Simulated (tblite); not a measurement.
**C₄H₁₁BClSi: geometry relaxation (part 2 of 2)**

The same run, continued: C₄H₁₁BClSi, multiplicity 2, SMILES CBC[SiH2][CH]CCl; GFN2-xTB geometry optimisation, gas phase (tblite 0.8.0). It belongs to a series of runs on one base structure; here: H removed from sp3 C.

Geometry of the input (Å):
```
C  -3.4527  -0.2798  0.2017
B  -1.9165  -0.5077  0.5245
C  -0.9315  0.5439  -0.1262
Si 0.7883  0.5194  0.5093
C  1.9684  -0.4246  -0.5929
C  3.3681  0.0520  -0.2519
Cl 4.0966  -0.9488  1.0368
H  -3.9875  -1.2237  0.4503
H  -3.8123  0.5698  0.8254
H  -3.5019  -0.0514  -0.8792
H  -1.5311  -1.6472  0.5504
H  -1.0285  0.4444  -1.2159
H  -1.3852  1.5401  0.1429
H  1.2892  1.9149  0.5418
H  0.7815  -0.0960  1.8560
H  1.9535  -1.5016  -0.3722
H  4.0246  -0.0028  -1.1187
H  3.2682  1.1056  0.1121
```

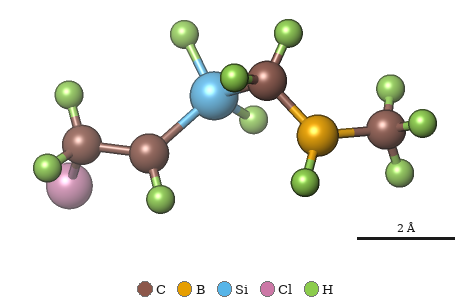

*The geometry at step 116 of the log (ball-and-stick view, seen at a tilt).*

Trajectory as extended XYZ, continued
```
18
Properties=species:S:1:pos:R:3:forces:R:3 step=50 energy=-587.46407
C    -3.4011   -0.3502    0.2956   -0.0010   0.0160   0.0120
B    -1.8643   -0.6361    0.1071    0.0050  -0.0120   0.0160
C    -0.9022    0.5355   -0.2691   -0.0090   0.0370  -0.0130
Si    0.6925    0.6666    0.7795    0.0540  -0.0180   0.0230
C     1.9376   -0.3134   -0.1943    0.0520   0.0120   0.0550
C     3.3527   -0.0031   -0.2716   -0.0500   0.0430  -0.0680
Cl    4.2549   -0.9513    1.0365    0.0030  -0.0340   0.0390
H    -3.9877   -1.1865    0.6681    0.0400  -0.0060   0.0130
H    -3.5817    0.5043    0.9452   -0.0060   0.0170   0.0210
H    -3.8183   -0.0725   -0.6740   -0.0210  -0.0060   0.0090
H    -1.4427   -1.7292    0.1913   -0.0080   0.0140  -0.0520
H    -0.5468    0.3656   -1.2875   -0.0290  -0.0160  -0.0380
H    -1.3944    1.5064   -0.2775   -0.0720   0.0150   0.0020
H     1.1090    2.0774    0.8836    0.0090  -0.0690  -0.0270
H     0.5490    0.1303    2.1419   -0.0740   0.0180  -0.0060
H     1.6256   -1.2493   -0.6402    0.0860   0.0150   0.0130
H     3.8334   -0.3261   -1.1954    0.0070   0.0200   0.0210
H     3.5758    1.0380   -0.0449    0.0140  -0.0450  -0.0200
18
Properties=species:S:1:pos:R:3:forces:R:3 step=66 energy=-587.52894
C    -3.1470   -0.3432    0.5093   -0.0460   0.0050   0.0350
B    -1.7895   -0.6061   -0.2392   -0.0080   0.0300   0.0580
C    -0.8795    0.6014   -0.5849   -0.0330   0.0340  -0.0340
Si    0.5140    0.6343    0.7415    0.0860   0.0460  -0.0480
C     1.8379   -0.4098   -0.0297    0.0700   0.0200   0.0500
C     3.2282   -0.0145   -0.1647    0.0480  -0.0280   0.0110
Cl    4.2312   -0.9589    1.0744    0.0010  -0.0050  -0.0420
H    -3.5076   -1.1756    1.1114    0.0250   0.0130  -0.0410
H    -3.1112    0.5440    1.1425   -0.0480  -0.0450  -0.0550
H    -3.9087   -0.1542   -0.2515   -0.0140   0.0010   0.0840
H    -1.4476   -1.6945   -0.5109   -0.0490  -0.0150  -0.0590
H    -0.4024    0.5154   -1.5588    0.0660   0.0060  -0.0150
H    -1.3807    1.5654   -0.5514   -0.0720   0.0200   0.0110
H     1.0628    1.9925    0.8982   -0.0840  -0.0200   0.0050
H    -0.0090    0.1732    2.0382    0.0850  -0.0020  -0.0290
H     1.6025   -1.4038   -0.3840    0.0160   0.0000   0.0170
H     3.6722   -0.2872   -1.1249    0.0340  -0.0180   0.0910
H     3.4257    1.0279    0.0787   -0.0780  -0.0400  -0.0400
18
Properties=species:S:1:pos:R:3:forces:R:3 step=83 energy=-587.56144
C    -3.1184   -0.3489    0.5713   -0.0330  -0.0040   0.0210
B    -1.8579   -0.5537   -0.3487   -0.0080   0.0050  -0.0030
C    -0.9136    0.6396   -0.6533    0.0100   0.0000   0.0190
Si    0.5003    0.6300    0.6557    0.0410   0.0110  -0.0180
C     1.8724   -0.4409    0.0057    0.0330   0.0410   0.0280
C     3.2640   -0.0369   -0.1086   -0.0140   0.0290  -0.0170
Cl    4.2849   -0.9479    1.1282   -0.0210  -0.0090   0.0200
H    -3.3241   -1.2065    1.2090    0.0010  -0.0060   0.0030
H    -3.0701    0.5375    1.2019    0.0200  -0.0080  -0.0300
H    -3.9976   -0.2322   -0.0651    0.0010  -0.0080   0.0090
H    -1.6354   -1.6164   -0.7953    0.0060   0.0030  -0.0180
H    -0.4425    0.5910   -1.6341   -0.0060   0.0060  -0.0030
H    -1.4057    1.6073   -0.5673    0.0100  -0.0100   0.0070
H     0.9943    2.0049    0.8230    0.0250  -0.0010  -0.0190
H     0.0046    0.1526    1.9545   -0.0010  -0.0140   0.0180
H     1.6768   -1.4758   -0.2353   -0.0190  -0.0210  -0.0290
H     3.7264   -0.3116   -1.0594   -0.0190  -0.0250   0.0230
H     3.4327    1.0143    0.1118   -0.0260   0.0100  -0.0100
18
Properties=species:S:1:pos:R:3:forces:R:3 step=99 energy=-587.56811
C    -3.1221   -0.3656    0.5759    0.0230  -0.0080   0.0200
B    -1.8826   -0.5470   -0.3788   -0.0100   0.0300  -0.0010
C    -0.9188    0.6452   -0.6273   -0.0140   0.0130  -0.0230
Si    0.5211    0.6338    0.6462    0.0070  -0.0080   0.0140
C     1.8748   -0.4494   -0.0204    0.0030   0.0260   0.0190
C     3.2669   -0.0463   -0.1055   -0.0110  -0.0070   0.0020
Cl    4.2322   -0.8960    1.2236   -0.0150  -0.0030   0.0040
H    -3.2693   -1.2200    1.2338   -0.0060  -0.0220   0.0060
H    -3.0695    0.5294    1.1926   -0.0070   0.0030  -0.0010
H    -4.0337   -0.2884   -0.0186    0.0170  -0.0120  -0.0090
H    -1.6978   -1.5807   -0.9037    0.0060  -0.0090   0.0120
H    -0.4556    0.6305   -1.6125   -0.0180   0.0100  -0.0450
H    -1.4138    1.6080   -0.5075    0.0100   0.0050   0.0040
H     1.0496    2.0027    0.7572   -0.0010  -0.0030   0.0190
H     0.0475    0.1836    1.9638    0.0080   0.0070  -0.0020
H     1.6716   -1.4783   -0.2822    0.0040   0.0040  -0.0100
H     3.7662   -0.3691   -1.0204    0.0080  -0.0070   0.0190
H     3.4244    1.0140    0.0780   -0.0040  -0.0210  -0.0280
18
Properties=species:S:1:pos:R:3:forces:R:3 step=116 energy=-587.57996
C    -3.0705   -0.4234    0.6091    0.0170   0.0230  -0.0100
B    -1.8627   -0.4940   -0.3983    0.0260  -0.0210  -0.0070
C    -0.9407    0.7328   -0.6328    0.0000  -0.0100  -0.0110
Si    0.5310    0.6709    0.6008    0.0070   0.0060   0.0240
C     1.8399   -0.4448   -0.1029   -0.0150   0.0080  -0.0290
C     3.2512   -0.1133   -0.1101   -0.0010   0.0000  -0.0090
Cl    4.0002   -0.7716    1.4537    0.0270  -0.0060  -0.0130
H    -3.1086   -1.2883    1.2711    0.0000   0.0220  -0.0330
H    -3.0802    0.4738    1.2247   -0.0130  -0.0070   0.0010
H    -4.0042   -0.4385    0.0439    0.0060  -0.0080   0.0380
H    -1.6573   -1.4972   -0.9722    0.0050  -0.0240  -0.0070
H    -0.5088    0.7655   -1.6322   -0.0240   0.0220  -0.0210
H    -1.4379    1.6837   -0.4528   -0.0220   0.0140   0.0060
H     1.0910    2.0244    0.7471    0.0080  -0.0090  -0.0350
H     0.0743    0.2194    1.9218   -0.0090  -0.0260   0.0390
H     1.5989   -1.4537   -0.4083   -0.0320   0.0180   0.0210
H     3.8270   -0.5937   -0.9006    0.0070  -0.0140   0.0340
H     3.4489    0.9544   -0.0679    0.0120   0.0110   0.0130
18
Properties=species:S:1:pos:R:3:forces:R:3 step=132 energy=-587.58389
C    -3.0095   -0.4509    0.6262   -0.0040   0.0060  -0.0040
B    -1.8532   -0.4738   -0.4426   -0.0050   0.0080   0.0120
C    -0.9588    0.7773   -0.6529   -0.0100  -0.0110  -0.0080
Si    0.5200    0.6944    0.5720   -0.0120   0.0220   0.0050
C     1.8127   -0.4435   -0.1239   -0.0140  -0.0060   0.0040
C     3.2325   -0.1525   -0.0903    0.0000  -0.0040  -0.0250
Cl    3.9019   -0.7196    1.5439    0.0130  -0.0130   0.0010
H    -2.9598   -1.3095    1.2950   -0.0010  -0.0020  -0.0140
H    -3.0302    0.4491    1.2373    0.0060  -0.0030   0.0040
H    -3.9756   -0.5225    0.1252   -0.0020  -0.0150   0.0060
H    -1.6667   -1.4547   -1.0610    0.0160   0.0050  -0.0060
H    -0.5445    0.8642   -1.6569   -0.0080   0.0050   0.0120
H    -1.4762    1.7076   -0.4235    0.0060   0.0010  -0.0070
H     1.1024    2.0393    0.7004    0.0000   0.0020  -0.0040
H     0.0646    0.2374    1.8943    0.0000   0.0170   0.0080
H     1.5423   -1.4468   -0.4209    0.0130  -0.0070  -0.0030
H     3.8274   -0.6990   -0.8199    0.0070  -0.0190   0.0010
H     3.4618    0.9098   -0.1084   -0.0050   0.0130   0.0180
18
Properties=species:S:1:pos:R:3:forces:R:3 step=149 energy=-587.59074
C    -2.8786   -0.5521    0.6423    0.0190   0.0690   0.0150
B    -1.8221   -0.4255   -0.5146    0.0110  -0.0210  -0.0300
C    -0.9929    0.8732   -0.6897    0.0380  -0.0340   0.0430
Si    0.4991    0.8288    0.5201    0.0260   0.0300   0.0520
C     1.7297   -0.4357   -0.0630   -0.0660   0.0040   0.0200
C     3.1663   -0.2424   -0.0411   -0.0290  -0.0200   0.0080
Cl    3.8195   -0.8741    1.5787   -0.0080  -0.0160  -0.0310
H    -2.6608   -1.4135    1.2689    0.0490  -0.0420   0.0800
H    -2.9358    0.3274    1.2797   -0.0140  -0.0210   0.0390
H    -3.8745   -0.7359    0.2482   -0.0930   0.0090  -0.0790
H    -1.6417   -1.3426   -1.2228    0.0190  -0.0460  -0.0320
H    -0.5980    1.0133   -1.6954   -0.0300   0.0540   0.0290
H    -1.5477    1.7658   -0.4066   -0.0070   0.0350  -0.0610
H     1.1443    2.1532    0.5294   -0.0080  -0.0310  -0.0180
H     0.0190    0.5260    1.8807    0.0250   0.0100  -0.0340
H     1.3864   -1.4374   -0.2861    0.0630   0.0180  -0.0090
H     3.7099   -0.8231   -0.7852    0.0190  -0.0130   0.0260
H     3.4691    0.8011   -0.0495   -0.0140   0.0150  -0.0180
18
Properties=species:S:1:pos:R:3:forces:R:3 step=165 energy=-587.59759
C    -2.7691   -0.6595    0.6410   -0.0040  -0.0080   0.0090
B    -1.7723   -0.3820   -0.5441    0.0170   0.0010  -0.0060
C    -1.0328    0.9770   -0.6699    0.0120   0.0000   0.0080
Si    0.5103    0.9598    0.4715    0.0010  -0.0210  -0.0140
C     1.6419   -0.4188   -0.0508   -0.0150  -0.0150   0.0090
C     3.0883   -0.3377   -0.0009   -0.0060   0.0010  -0.0010
Cl    3.6488   -0.9727    1.6496    0.0040  -0.0010  -0.0040
H    -2.4199   -1.5038    1.2356    0.0010  -0.0080   0.0000
H    -2.9092    0.1812    1.3155   -0.0110   0.0250   0.0070
H    -3.7499   -0.9527    0.2676   -0.0050   0.0040  -0.0020
H    -1.5570   -1.2431   -1.3134    0.0100  -0.0100  -0.0130
H    -0.6857    1.1987   -1.6784   -0.0110  -0.0010   0.0000
H    -1.6279    1.8239   -0.3320   -0.0120   0.0010   0.0060
H     1.2292    2.2344    0.3240    0.0040   0.0200   0.0000
H     0.0876    0.8063    1.8730   -0.0030  -0.0010   0.0020
H     1.2356   -1.4011   -0.2476    0.0000   0.0060  -0.0050
H     3.6045   -0.9831   -0.7103   -0.0010  -0.0040   0.0020
H     3.4687    0.6795   -0.0365    0.0160   0.0110   0.0040
18
Properties=species:S:1:pos:R:3:forces:R:3 step=182 energy=-587.59839
C    -2.8148   -0.6432    0.6325    0.0020   0.0020   0.0030
B    -1.7665   -0.3995   -0.5162   -0.0010   0.0030  -0.0030
C    -1.0267    0.9585   -0.6507   -0.0010  -0.0010  -0.0030
Si    0.5215    0.9444    0.4834   -0.0020   0.0000   0.0000
C     1.6651   -0.4153   -0.0619   -0.0020   0.0000   0.0000
C     3.1112   -0.3221   -0.0157    0.0010   0.0010  -0.0040
Cl    3.6853   -0.9719    1.6238    0.0000  -0.0040   0.0070
H    -2.5229   -1.4961    1.2451    0.0070  -0.0030   0.0010
H    -2.9578    0.2073    1.2953   -0.0020   0.0030  -0.0010
H    -3.7879   -0.9043    0.2167   -0.0030   0.0050  -0.0040
H    -1.5216   -1.2780   -1.2571    0.0020  -0.0020   0.0020
H    -0.6820    1.1714   -1.6620   -0.0020   0.0000   0.0030
H    -1.6213    1.8085   -0.3186    0.0000  -0.0070   0.0020
H     1.2216    2.2325    0.3499    0.0010  -0.0050   0.0010
H     0.1059    0.7677    1.8848    0.0020   0.0010  -0.0050
H     1.2673   -1.3961   -0.2814   -0.0030   0.0020   0.0030
H     3.6297   -0.9554   -0.7343   -0.0010  -0.0010  -0.0040
H     3.4851    0.6980   -0.0398    0.0010   0.0070   0.0010
```

Results in brief

| quantity | value |
| --- | --- |
| outcome | converged |
| total energy | −587.5984 eV |
| hardware | 1 CPU thread, shared host |
| wall time | 1.2 s |
| peak memory | 0.18 GiB |
